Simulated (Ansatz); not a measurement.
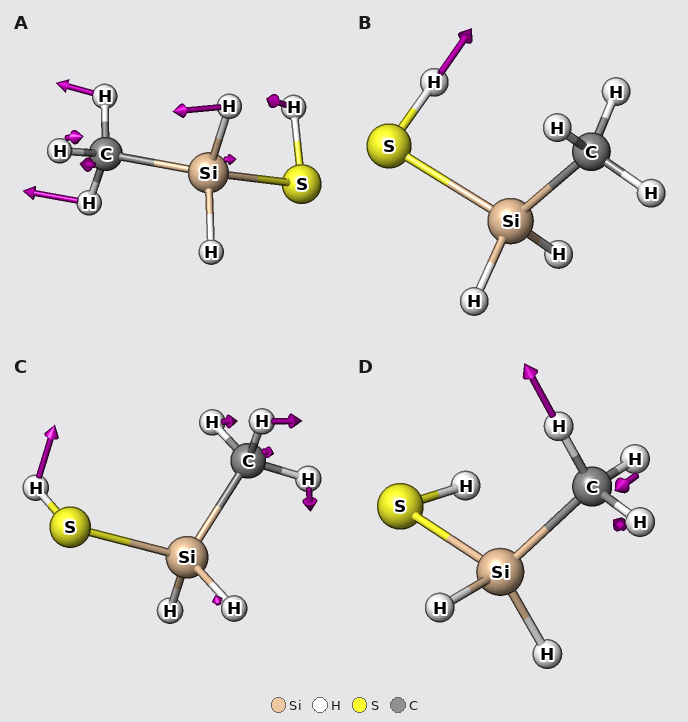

4 normal modes of one molecule or complex, as arrows. Harmonic vibrations computed with RKS PBE0-D4/def2-TZVP (Ansatz 0.2.0) at a stationary point of the same level.

Match the panels to the wavenumbers 207 cm⁻¹, 733 cm⁻¹, 2708 cm⁻¹, 3146 cm⁻¹.

Answer. A: 733 cm⁻¹
B: 2708 cm⁻¹, S–H stretching
C: 207 cm⁻¹
D: 3146 cm⁻¹, out-of-phase stretching of 2 C–H bonds
